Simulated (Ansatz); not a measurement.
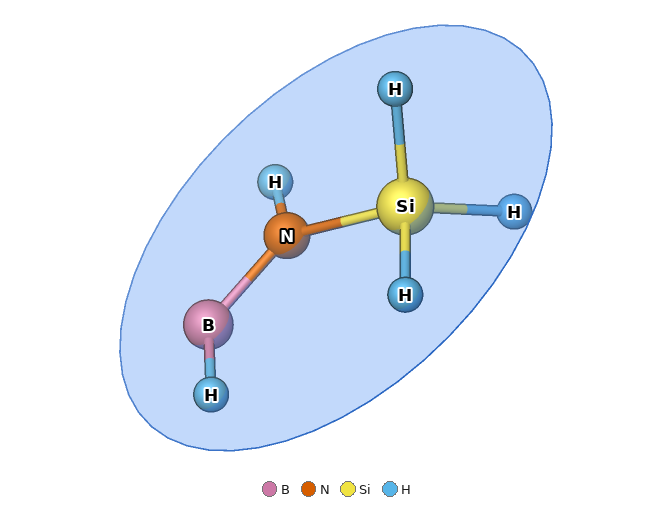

All proper rotation axes (lines) and mirror planes (discs) of the structure are drawn in. Distant atoms are faded towards the background colour. The species is neutral and a spin doublet. The geometry was computed by an optimisation with PBE0-D4/def2-TZVP. No frequency run is at hand to confirm it as a minimum.

Question: Name the symmetry elements and the point group.

Answer: It has 1 mirror plane. Point group Cs. The group has 2 operations. The geometry is achiral, and symmetry allows a dipole moment.
